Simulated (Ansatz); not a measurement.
```xyz
9

Ge    0.3179   -0.0931   -0.0740
H     0.3480   -0.0558    1.4707
H     1.6981    0.1809   -0.7014
F    -0.7143    1.2197   -0.5982
H    -0.3177   -1.3833   -0.6122
P    -2.8440    0.2764    1.3502
H    -2.8177   -0.7269    0.3341
H    -3.3436   -0.6537    2.3272
H    -1.4975    0.0591    1.7514
```

Not at a stationary point (largest force 0.6 eV/Å).

Method: RKS B3LYP-D4/def2-SVP in Ansatz.

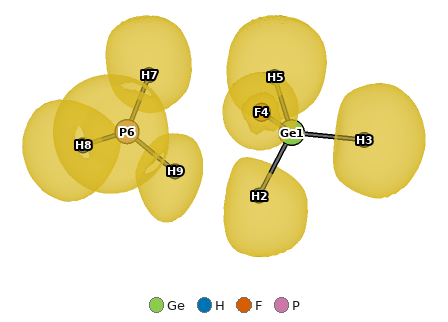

FGeH₃···PH₃. Isosurface of the electron localisation function at 0.75 (yellow), seen across its widest extent. Only the valence region is drawn (cores and ρ < 0.01 e/Å³ removed).

Question: Where are the electrons localised?

Answer: The ELF exceeds this value in three regions around hydrogen nuclei, one region wrapped around F (its valence shell) and one joined region spread over several atoms (H, P), in which their bonds and any lone pairs are merged. Profiles from the grid: Ge1···H9 (2.58 Å): the ELF dips to about 0.10 between them. Ge–F (1.75 Å): the ELF peaks at about 0.80 in the valence shell of F, 0.5 Å from its nucleus, and is about 0.20 at the midpoint.
